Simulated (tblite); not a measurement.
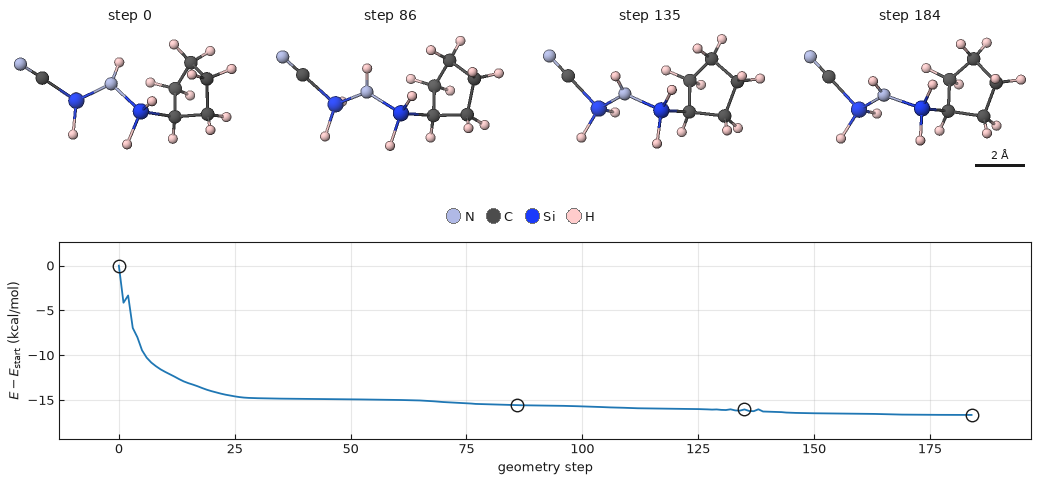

Frames of a relaxation of C₆H₁₄N₂Si₂, marked on the history of the run. The picture is a ball-and-stick view, seen at a tilt.

Level of theory: GFN2-xTB geometry optimisation, gas phase (tblite 0.8.0). 

What happens along the run?

Answer. The largest move after the best rigid fit is that of an H atom, 2.03 Å. By element the largest moves are H 2.03 Å, N 1.60 Å, C 1.00 Å, Si 0.43 Å. Some distances before and after: N–Si 1.782 → 1.726 Å, C–Si 1.851 → 1.900 Å, C–Si 1.829 → 1.870 Å, C–C 1.492 → 1.530 Å. Bond angles that change, for instance: Si–N–Si 115.6° → 129.5°, N–Si–C 115.8° → 108.2°, H–C–H 114.6° → 107.9°. Groups turn about C–Si by about 35°. After 184 geometry steps the energy has fallen by 16.7 kcal/mol. From step 0 to 86: an H atom moves most (0.97 Å), energy −15.6 kcal/mol. From step 86 to 135: an N atom moves most (0.94 Å), energy −0.48 kcal/mol. From step 135 to 184: an H atom moves most (0.32 Å), energy −0.62 kcal/mol.

```tsv
step	E − E(0), kcal/mol
0	0.00
1	-4.14
2	-3.33
3	-6.95
4	-7.99
5	-9.44
6	-10.26
7	-10.81
8	-11.22
9	-11.57
10	-11.85
19	-13.84
28	-14.75
37	-14.85
47	-14.90
56	-14.95
65	-15.04
74	-15.34
83	-15.52
92	-15.61
102	-15.73
111	-15.89
120	-15.97
129	-16.04
138	-16.02
147	-16.44
157	-16.50
166	-16.58
175	-16.64
184	-16.65
```
